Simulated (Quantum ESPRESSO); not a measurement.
Converging the k-point mesh at a smearing width of 0.05 eV: Nb (Im-3m, 1 atom in the cell)

```xyz
1
Lattice="-1.6583 1.6583 1.6583 1.6583 -1.6583 1.6583 1.6583 1.6583 -1.6583" Properties=species:S:1:pos:R:3 pbc="T T T"
Nb     0.0000     0.0000     0.0000
```

Method: PBE, PSlibrary ultrasoft (PBE) pseudopotentials (plane waves; Quantum ESPRESSO).

Base settings: ecutwfc = 55 Ry; ecutrho = 330 Ry; occupations = smearing; smearing = fermi-dirac; degauss = 0.0073499 Ry; potentials = {Nb: Nb.pbe-spn-rrkjus_psl.1.0.0.UPF}; K_POINTS = automatic 14 14 14 0 0 0; conv_thr = 1e-09 Ry; mixing_beta = 0.3.

In this ladder: degauss = 0.0036749 Ry.

The second cell is the first with its lattice scaled by 0.98.

Only quantities that move along the ladder and can be compared are tabulated.

The count of work is k-points × plane waves × bands × iterations; it is no time. 

The starting cell has typed, rounded lattice constants, without a prior relaxation at this level. Its lattice was rescaled by up to half a per cent. Spin polarisation is off.

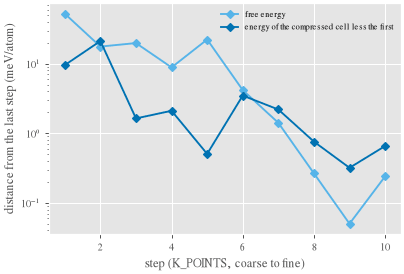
Fig. 1. Distance from the last step along the ladder; very small values are drawn at a floor.

| K_POINTS | free energy less the last step's (meV/atom) | energy of the compressed cell less the first (meV/atom) | pressure (GPa) | count of work / last |
|---|---|---|---|---|
| automatic 5 5 5 0 0 0 | 52.32 | 22.73 | -3.36 | 0.0072 |
| automatic 6 6 6 0 0 0 | 17.63 | 11.11 | -4.60 | 0.012 |
| automatic 7 7 7 0 0 0 | 19.79 | 33.91 | -1.27 | 0.019 |
| automatic 9 9 9 0 0 0 | -8.84 | 30.18 | -2.15 | 0.033 |
| automatic 10 10 10 0 0 0 | 22.28 | 32.79 | -1.57 | 0.044 |
| automatic 13 13 13 0 0 0 | -4.17 | 28.80 | -2.35 | 0.078 |
| automatic 15 15 15 0 0 0 | 1.41 | 34.48 | -1.65 | 0.11 |
| automatic 18 18 18 0 0 0 | 0.26 | 33.04 | -1.71 | 0.20 |
| automatic 22 22 22 0 0 0 | 0.03 | 32.60 | -1.82 | 0.34 |
| automatic 27 27 27 0 0 0 | 0.24 | 31.63 | -1.92 | 0.52 |
| automatic 33 33 33 0 0 0 | 0.00 | 32.28 | -1.88 | 1.0 |

Coarsest K_POINTS that holds the pressure within 0.1 GPa of the last step, with all finer ones: automatic 22 22 22 0 0 0, at 0.34 of the last step's count of work; the step before is off by 0.17 GPa.

Coarsest K_POINTS that holds the free energy within 2 meV/atom of the last step, with all finer ones: automatic 15 15 15 0 0 0, at 0.11 of the last step's count of work; the step before is off by 4.2 meV/atom.

Coarsest K_POINTS that holds the energy of the compressed cell less the first within 1 meV/atom: not settled: the last two steps still differ by 0.65 meV/atom, over half the tolerance, so the ladder does not show it.
